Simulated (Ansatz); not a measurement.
Frequency calculation, with input and output: SiNH₆F

- system: SiNH₆F
- method: RKS PBE0-D4/def2-SVP (Ansatz 0.2.0)

It belongs to a series of runs on one base structure; here: vibrations at the highest image of the band. Figures and captions count atoms from 1; the log counts them from 0 in places.

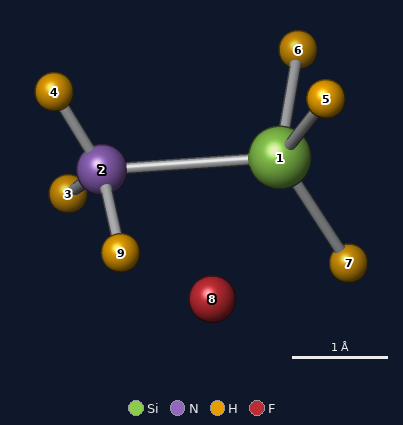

**Figure 1.** The structure as given in the input (ball-and-stick view, seen at a tilt; atoms are numbered from 1 in the order of the input). Bond lengths as drawn: H–N 1.02 to 1.20 Å, H–Si 1.49 to 1.52 Å and N–Si 1.88 Å.

## Input
```yaml
crystal:
  periodic: [false, false, false]
  atoms:
    - { symbol: Si, position_ang: [0.073208, -0.097061, 0.108599] }
    - { symbol: "N", position_ang: [0.12181, -0.174736, 1.987759] }
    - { symbol: H, position_ang: [-0.789023, -0.24118, 2.439724] }
    - { symbol: H, position_ang: [0.657018, 0.573032, 2.427146] }
    - { symbol: H, position_ang: [1.37293, 0.261093, -0.51785] }
    - { symbol: H, position_ang: [-0.700607, 1.20406, -0.022322] }
    - { symbol: H, position_ang: [-0.865625, -1.070136, -0.509188] }
    - { symbol: F, position_ang: [1.081568, -1.788564, 0.742283] }
    - { symbol: H, position_ang: [0.709723, -1.186707, 1.743151] }
basis:
  gaussian: { orbitals: def2-SVP }
hamiltonian:
  xc: pbe0
  dispersion: d4
phonons: {}
```

Launch command:
```bash
ansatz run input.yaml --threads 1 --pin off --max-ram 2048MiB --backend cpu --events-out ev --progress --plain --runs-dir out
```

## Log
```
Engine: ansatz 0.2.0, aarch64-unknown-linux-gnu
Functional definition: PBE0
  parameter a = 0.25
  parameter kappa = 0.804
  parameter beta = 0.06672455060314922
  exchange = (1 - a)*pbe_x(kappa = kappa, mu = beta*pi^2/3) + a*exact_x
  correlation = pbe_c(beta = beta)
801 factors; integrals over basis functions are off by at most 4.1e-4 eV
mean field evaluation 1: about -12164.8448 eV, gradient 4.7e1 eV
mean field evaluation 2: about -12162.5640 eV, gradient 5.8e1 eV
mean field evaluation 4: about -12168.7226 eV, gradient 1.4e0 eV
mean field evaluation 8: about -12168.7329 eV, gradient 1.1e-2 eV
mean field -12168.73291788 eV, -447.1926864688 hartree, gradient 3.7e-5 eV, S^2 0.000000; 0 other end points of the search recorded, 0 dependent functions left out
the calculation of the forces begins
reference -12168.73294075 eV, -447.1926873091 hartree; 18, 18 occupied and 58, 58 virtual orbitals, 801 factors
these checks for a lower state are left out or cut short: stability, starts, cluster_reference, orbital_swaps, neighbouring_geometries, increment
801 factors; integrals over basis functions are off by at most 4.0e-4 eV
mean field evaluation 16: about -12168.7328 eV, gradient 4.2e-5 eV
mean field -12168.73278861 eV, -447.1926817180 hartree, gradient 1.6e-6 eV, S^2 0.000000; 0 other end points of the search recorded, 0 dependent functions left out
[... from here on the field's lines of each further geometry are left out, up to the last ...]
the calculation of the forces begins
reference -12168.73297586 eV, -447.1926885996 hartree; 18, 18 occupied and 58, 58 virtual orbitals, 801 factors
these checks for a lower state are left out or cut short: stability, starts, cluster_reference, orbital_swaps, neighbouring_geometries, increment
801 factors; integrals over basis functions are off by at most 4.1e-4 eV
mean field -12168.73284819 eV, -447.1926839076 hartree, gradient 2.6e-6 eV, S^2 0.000000; 0 other end points of the search recorded, 0 dependent functions left out
the calculation of the forces begins
reference -12168.73287105 eV, -447.1926847478 hartree; 18, 18 occupied and 58, 58 virtual orbitals, 801 factors
WARN: phonons: modes at or below zero, which the zero-point energy, F, S and C_V leave out: 1, the lowest at -657.60 cm⁻¹. A minimum has none, and a first-order saddle one
Total energy: -12168.83658409 eV, -447.1964961317 hartree
Atom 0 at     0.073208    -0.097061     0.108599 Å, force    -0.008181     0.007932    -0.004523 eV/Å
Atom 1 at     0.121810    -0.174736     1.987759 Å, force     0.043457    -0.039199    -0.046277 eV/Å
Atom 2 at    -0.789023    -0.241180     2.439724 Å, force     0.003581     0.006809     0.014434 eV/Å
Atom 3 at     0.657018     0.573032     2.427146 Å, force    -0.021739     0.006616     0.019807 eV/Å
Atom 4 at     1.372930     0.261093    -0.517850 Å, force    -0.002834     0.000554     0.004361 eV/Å
Atom 5 at    -0.700607     1.204060    -0.022322 Å, force    -0.003535     0.005451    -0.005767 eV/Å
Atom 6 at    -0.865625    -1.070136    -0.509188 Å, force     0.000762     0.004642     0.001453 eV/Å
Atom 7 at     1.081568    -1.788564     0.742283 Å, force     0.007659    -0.026061    -0.003364 eV/Å
Atom 8 at     0.709723    -1.186707     1.743151 Å, force    -0.019170     0.033256     0.019876 eV/Å
Dipole moment:    -0.231513     0.397185     0.633744 e Å
Vibrations: -657.60 295.84 308.62 518.48 617.18 622.63 645.54 762.81 868.63 870.72 1022.87 1044.76 1059.11 1506.93 1515.59 1937.62 2095.58 2247.33 2278.22 3551.88 3646.70 cm⁻¹, zero-point energy 1.699641 eV
```

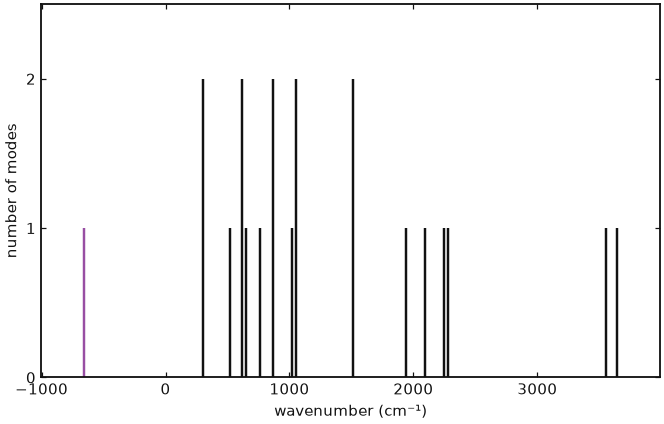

**Figure 2.** Harmonic vibrational wavenumbers from the force constants; neighbouring modes closer than 20 cm⁻¹ are counted in one stick, and imaginary ones are drawn at negative wavenumbers. 21 modes from 658i to 3647 cm⁻¹, 1 imaginary beyond 8i (658i cm⁻¹): a first-order saddle point, if the geometry is stationary.

## Results in brief

| quantity | value |
| --- | --- |
| outcome | converged |
| total energy | −12168.8366 eV |
| mean-field energy | −12168.7329 eV |
| largest force (length of the vector) | 0.075 eV/Å |
| hardware | 1 thread of Arm Neoverse V2, 24 GiB of memory available, shared host |
| wall time | 73 s |
| peak memory | 0.14 GiB |
